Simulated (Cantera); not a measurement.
Charge: 1 mol CaO, 67 mol HCl, 3.5 mol N₂, equilibrated at 7.70e-5 bar.

Cantera equilibrium calculation (NASA polynomials, part measured and part estimated; ideal gas, pure solids and liquids). Candidate condensed phases: Ca, CaCl₂, CaO, Ca(OH)₂, H₂O, NH₄Cl; 36 gas species. Rates play no part.

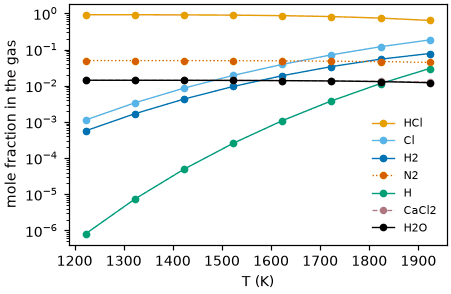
Fig. 1. Equilibrium gas composition (values under 1e-9 drawn at 1e-9)

Task: Read off the mole fractions at 1523 K.

Result: HCl about 0.89, N₂ about 0.049, Cl about 0.019, CaCl₂ about 0.014, H₂O about 0.014, H₂ about 0.0095, H about 0.00026.
